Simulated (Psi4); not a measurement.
# HNO3 (peroxynitrous acid) at TPSSh/6-311+G(d,p)

What is the vertical ionisation energy of HNO3 (peroxynitrous acid) at TPSSh/6-311+G**? 

The calculation is run with Psi4 1.11.

2 further runs of the same task are left out: 2 set aside as unsound or not needed.

## (1) The structure to begin with

The species is HNO3 (5 atoms), meant as a singlet with charge 0. As SMILES, `O=NOO`. The shape is that of a PBE0-D4/def2-TZVP optimisation. This is one conformer, not always the lowest.

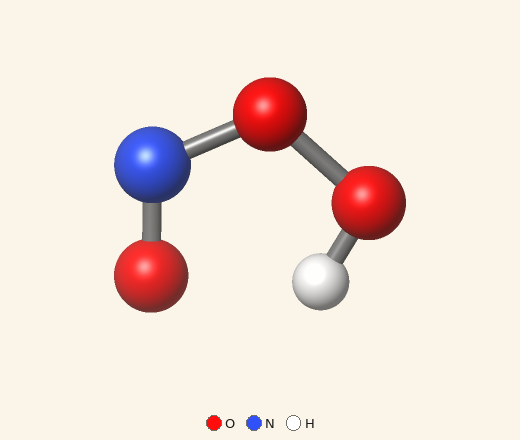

The structure, seen from a chosen angle (oxygen red, nitrogen blue, hydrogen white).

## (2) The energy at TPSSh/6-311+G(d,p)

calc.py

```python
import psi4

psi4.set_memory(1600000000)
psi4.set_num_threads(1)
psi4.set_output_file('run.log', False)

mol = psi4.geometry("""
O      0.25766416    -1.57850713     1.85015526
N     -1.64740654    -1.18731492     0.75738333
O     -1.46470782     0.54524268    -1.11304869
O      0.96111471     1.56257674    -1.41266476
H      1.89335440     0.65800264    -0.08178735
units bohr
symmetry c1
""")

psi4.set_options({
    'reference': 'rks',
    'puream': True,
    'e_convergence': 1e-09,
    'd_convergence': 1e-08,
    'scf_type': 'pk',
    'dft_radial_points': 99,
    'dft_spherical_points': 590,
})

E, wfn = psi4.energy('tpssh/6-311+G**', return_wfn=True)
print(f'tpssh/6-311+G** energy: {E:.10f} Eh')
for k, v in sorted(psi4.core.scalar_variables().items()):
    print(f'{k:45s} {v:18.10f}')
```

Started as:

```
$ python calc.py
```

run.log:

```text
[...]
  Running in c1 symmetry.
[...]
  Nuclear repulsion =  124.505206427260205
[...]
  Multiplicity = 1
[...]
  Nalpha       = 16
  Nbeta        = 16
[...]
    Number of basis functions: 94
[...]
   @RKS iter   1:  -280.80965675163640   -2.12162e-01   6.49085e-03 ADIIS/DIIS
[...]
   @RKS iter  12:  -280.92933076535058   -2.95586e-12   1.33775e-09 DIIS
[...]
    Orbital Energies [Eh]
    ---------------------
    Doubly Occupied:
       1A    -19.215489     2A    -19.158438     3A    -19.156957
       4A    -14.450606     5A     -1.271388     6A     -1.151823
       7A     -0.972537     8A     -0.702293     9A     -0.606352
      10A     -0.540507    11A     -0.537127    12A     -0.433948
      13A     -0.428393    14A     -0.428131    15A     -0.312078
      16A     -0.305682
[...]
  @RKS Final Energy:  -280.92933076535058
   => Energetics <=
    Nuclear Repulsion Energy =            124.5052064272602053
    One-Electron Energy =                -631.1568228975693273
    Two-Electron Energy =                 255.4878028483010155
    DFT Exchange-Correlation Energy =     -29.7655171433424854
    Empirical Dispersion Energy =           0.0000000000000000
    VV10 Nonlocal Energy =                  0.0000000000000000
    Total Energy =                       -280.9293307653505849
[...]
 Multipole Moments:
 ------------------------------------------------------------------------------------
     Multipole            Electronic (a.u.)      Nuclear  (a.u.)        Total (a.u.)
 ------------------------------------------------------------------------------------
 L = 1.  Multiply by 2.5417464519 to convert [e a0] to [Debye]
 Dipole X            :         -0.8245032            1.1412181            0.3167148
 Dipole Y            :         -0.4535068            0.3893579           -0.0641489
 Dipole Z            :          0.2220058           -0.0412057            0.1808001
 Magnitude           :                                                    0.3702864
[...]
```

Standard output:

```text
tpssh/6-311+G** energy: -280.9293307654 Eh
CURRENT ENERGY                                   -280.9293307654
CURRENT REFERENCE ENERGY                         -280.9293307654
DD SOLVATION ENERGY                                 0.0000000000
DFT FUNCTIONAL TOTAL ENERGY                      -280.9293307654
DFT TOTAL ENERGY                                 -280.9293307654
DFT VV10 ENERGY                                     0.0000000000
DFT XC ENERGY                                     -29.7655171433
GRID ELECTRONS ALPHA                               15.9999999890
GRID ELECTRONS BETA                                15.9999999890
GRID ELECTRONS TOTAL                               31.9999999779
NUCLEAR REPULSION ENERGY                          124.5052064273
ONE-ELECTRON ENERGY                              -631.1568228976
PCM POLARIZATION ENERGY                             0.0000000000
PE ENERGY                                           0.0000000000
SCF ITERATION ENERGY                             -280.9293307654
SCF ITERATIONS                                     12.0000000000
SCF TOTAL ENERGY                                 -280.9293307654
TWO-ELECTRON ENERGY                               255.4878028483
XC GRID RADIAL POINTS                              99.0000000000
XC GRID SPHERICAL POINTS                          590.0000000000
XC GRID TOTAL POINTS                           283274.0000000000
```

Wall time 28 s (1 thread of Intel Xeon Platinum 8488C (Sapphire Rapids), shared host); peak memory 0.78 GiB.

## (3) The doublet cation: energy and gradient at UTPSSh/6-311+G(d,p)

input.inp

```
memory 1600 mb

molecule {
  1 2
  O
  N 1 R2
  O 2 R3 1 A3
  O 3 R4 2 A4 1 D4
  H 4 R5 3 A5 2 D5

  R2 = 1.180489
  R3 = 1.35263
  A3 = 114.59964
  R4 = 1.401006
  A4 = 114.12682
  D4 = -0.00011
  R5 = 0.984122
  A5 = 101.03517
  D5 = -0.00671
  symmetry c1
  no_reorient
  no_com
}

set {
  reference            uks
  puream               true
  e_convergence        1e-09
  d_convergence        1e-08
  scf_type             pk
  dft_radial_points    99
  dft_spherical_points 590
  maxiter              100
}

result, w = gradient('tpssh/6-311+G**', return_wfn=True)
print_variables()
```

Started as:

```
$ psi4 -n 1 input.inp input.out
```

input.out:

```text
[...]
  Running in c1 symmetry.
[...]
  Nuclear repulsion =  124.505235926011736
[...]
  Multiplicity = 2
[...]
  Nalpha       = 16
  Nbeta        = 15
[...]
    Number of basis functions: 94
[...]
   @UKS iter   1:  -280.39847041236635    1.99026e-01   5.56850e-03 ADIIS/DIIS
[...]
   @UKS iter  23:  -280.49532946276162   -1.01181e-11   7.91433e-09 DIIS
[...]
   @S^2 Observed:                7.577808956E-01
[...]
    Orbital Energies [Eh]
    ---------------------
    Alpha Occupied:
       1A    -19.571878     2A    -19.562006     3A    -19.477266
       4A    -14.752609     5A     -1.602430     6A     -1.486767
       7A     -1.325301     8A     -1.032027     9A     -0.909186
      10A     -0.870757    11A     -0.855410    12A     -0.774631
      13A     -0.771766    14A     -0.734261    15A     -0.681216
      16A     -0.608765
    Alpha Virtual:
      17A     -0.420928    18A     -0.375888    19A     -0.206818
      20A     -0.188315    21A     -0.127789    22A     -0.106094
      23A     -0.088339    24A     -0.060393    25A     -0.035321
[...]
  @UKS Final Energy:  -280.49532946276162
   => Energetics <=
    Nuclear Repulsion Energy =            124.5052359260117356
    One-Electron Energy =                -620.7579544824861841
    Two-Electron Energy =                 245.1610009633793652
    DFT Exchange-Correlation Energy =     -29.4036118696665447
    Empirical Dispersion Energy =           0.0000000000000000
    VV10 Nonlocal Energy =                  0.0000000000000000
    Total Energy =                       -280.4953294627616174
[...]
 Multipole Moments:
 ------------------------------------------------------------------------------------
     Multipole            Electronic (a.u.)      Nuclear  (a.u.)        Total (a.u.)
 ------------------------------------------------------------------------------------
 L = 1.  Multiply by 2.5417464519 to convert [e a0] to [Debye]
 Dipole X            :          0.0000451           -0.0001070           -0.0000619
 Dipole Y            :          0.2895566           -0.8188198           -0.5292632
 Dipole Z            :          0.3973997           -0.8861208           -0.4887210
 Magnitude           :                                                    0.7203942
[...]
  -Total Gradient:
     Atom            X                  Y                   Z
    ------   -----------------  -----------------  -----------------
       1       -0.000006131802    -0.000944310041    -0.024478497505
       2        0.000016565550    -0.087579184104     0.049830044311
       3       -0.000019558918     0.096712187971    -0.005975516999
       4        0.000013626191     0.000450559235    -0.048204767951
       5       -0.000004501459    -0.008630695218     0.028824943091
[...]
```

Run time: 77 s. Hardware: 1 thread of Intel Xeon Platinum 8488C (Sapphire Rapids), shared host; peak memory 0.78 GiB.

## (4) Results

At TPSSh/6-311+G**:

| quantity | value |
| --- | --- |
| singlet HNO3: total energy | -280.92933 Eh |
| singlet HNO3: dipole moment | 0.94 D |
| singlet HNO3: HOMO energy | -8.32 eV |
| singlet HNO3: LUMO energy | -3.34 eV |
| singlet HNO3: HOMO–LUMO gap | 4.98 eV |
| doublet cation: total energy | -280.49533 Eh |
| doublet cation: HOMO energy (highest over α and β) | -16.47 eV |
| doublet cation: LUMO energy (lowest over α and β) | -15.34 eV |
| doublet cation: ⟨S²⟩ | 0.758 |
| doublet cation: largest force on an atom | 5.181 eV/Å |
| vertical ionisation energy (to the doublet cation) | 11.810 eV |

The vertical ionisation energy comes to 11.81 eV (1139 kJ/mol). The negative HOMO energy of the first species, 8.32 eV, lies 3.49 eV below that difference.
